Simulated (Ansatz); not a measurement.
## Redistribution: SnH3(NH2) + Sn(CH3)(SH) → SnH3(SH) + Sn(CH3)(NH2)

Species: SnH3(NH2), singlet; Sn(CH3)(SH), singlet; SnH3(SH), singlet; Sn(CH3)(NH2), singlet. The partners trade NH2 for SH; both sit on Sn, so the bond types are kept.

Shapes, held fixed at every level: PBE0-D4/def2-TZVP. Flexible molecules stand in one conformer, not always the lowest. Programs: Ansatz 0.2.0. The zero-point and thermal change to 298 K, harmonic and unscaled (PBE0-D4/def2-TZVP), is -0.4 kJ/mol.

```json
{"level": "HF/def2-SVP", "kind": "Hartree–Fock", "ΔH(298 K) (kJ/mol)": "-9.1", "less CCSD(T)/def2-TZVPP": "-0.6", "CPU time (sum over the molecules)": "–"}
{"level": "SPW92/def2-TZVPP", "kind": "LDA", "ΔH(298 K) (kJ/mol)": "-10.5", "less CCSD(T)/def2-TZVPP": "-2.0", "CPU time (sum over the molecules)": "6.2 s"}
{"level": "PBE0-D4/def2-TZVPP", "kind": "global hybrid", "ΔH(298 K) (kJ/mol)": "-7.5", "less CCSD(T)/def2-TZVPP": "+1.0", "CPU time (sum over the molecules)": "13 s"}
{"level": "r2SCAN0-D4/def2-TZVPP", "kind": "global hybrid", "ΔH(298 K) (kJ/mol)": "-8.6", "less CCSD(T)/def2-TZVPP": "-0.1", "CPU time (sum over the molecules)": "21 s"}
{"level": "wB97X-V/def2-TZVPP", "kind": "range-separated hybrid", "ΔH(298 K) (kJ/mol)": "-10.7", "less CCSD(T)/def2-TZVPP": "-2.2", "CPU time (sum over the molecules)": "38 s"}
{"level": "CCSD(T)/def2-SVP", "kind": "coupled cluster or CI", "ΔH(298 K) (kJ/mol)": "-11.0", "less CCSD(T)/def2-TZVPP": "-2.5", "CPU time (sum over the molecules)": "14 s"}
{"level": "CCSD/def2-SVP", "kind": "coupled cluster or CI", "ΔH(298 K) (kJ/mol)": "-10.8", "less CCSD(T)/def2-TZVPP": "-2.3", "CPU time (sum over the molecules)": "–"}
{"level": "CCSD(T)/def2-TZVPP", "kind": "coupled cluster or CI", "ΔH(298 K) (kJ/mol)": "-8.5", "less CCSD(T)/def2-TZVPP": "0.0", "CPU time (sum over the molecules)": "3.3 min"}
```

The highest level, CCSD(T)/def2-TZVPP, gives ΔH(298 K) = -8.5 kJ/mol; the levels span -11.0 to -7.5. The column of differences is taken from that level and isn't an error. No measured value is set beside it here. For atoms past krypton def2 sets carry core potentials with scalar relativity. Correlated rows may include outer-core shells of Sn, which these sets cover unevenly. Times are processor times on shared x86 and Arm servers, and rough.

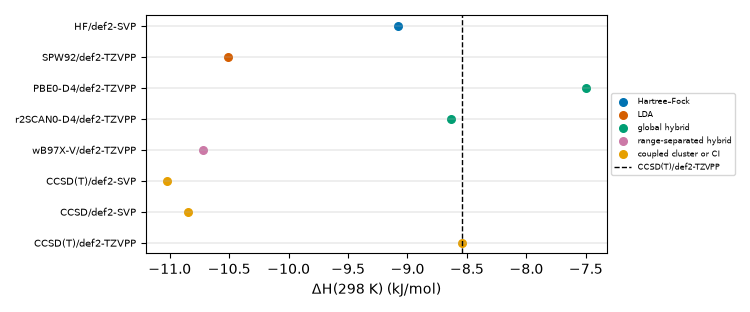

The values of the table, level by level.
